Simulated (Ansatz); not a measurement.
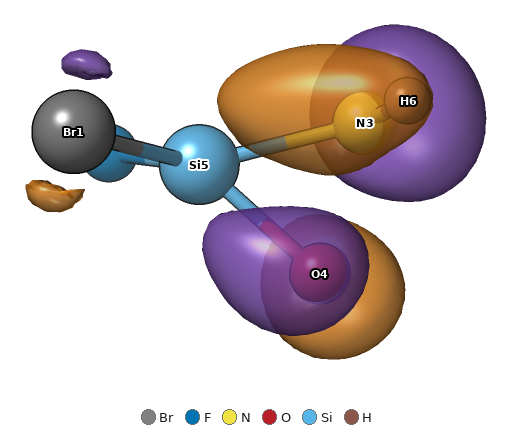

Figure 1: BrFHNOSi. One frontier orbital at ±0.15 Å⁻³ᐟ² (orange and purple are the two phases), seen from one side.

Geometry: PBE0-D3(BJ)/def2-SVP.

The calculation used isolated molecule in a Gaussian basis; Kohn-Sham density functional theory, functional PBE0 (Ansatz 0.2.0).

```xyz
6

Br    0.3023   -1.3875    2.7957
F     0.8176   -2.7183    0.0801
N    -1.9160   -1.9337    0.2045
O    -1.0510   -0.6429   -0.1293
Si   -0.2981   -1.7970    0.7518
H    -2.6108   -1.5823    0.8721
```

Q: Which orbital is it: HOMO or LUMO?

A: The HOMO, at −7.97 eV. It lies mainly on N3 (about 45 %), O4 (about 35 %) and Si5 (about 10 %); largely a combination of lone pairs on N3 and O4.
